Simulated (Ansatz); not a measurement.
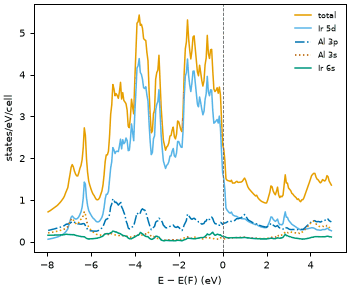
Figure: Total and projected density of states of AlIr in space group Cmcm (No. 63; Al on 4c, Ir on 4c), DFT-PBEsol in the program Ansatz with PAW potentials

Which orbitals carry the states next to the Fermi level?

Within 0.5 eV of the Fermi level: Ir 5d 71 %, Al 3p 18 %, Ir 6s 5 %. Projections are on Löwdin-orthogonalised atomic valence shells; empty p or d shells of many metals are not among them.

Where is the tallest occupied peak in this window, and what makes it?

Near -3.8 eV, about 5.4 states/eV per cell; the largest projected share is Ir 5d.

The start of the workflow was typed in or built on a structure type; neither database checked (COD, Materials Project) lists it. Its standing as an ambient phase is unchecked. Symmetry was held in the PBEsol relaxation; its stability against distortions is not shown here. The run is not spin-polarised. Spin–orbit coupling is left out wherever it is not named.

Potentials: the later of the program's two PAW sets.
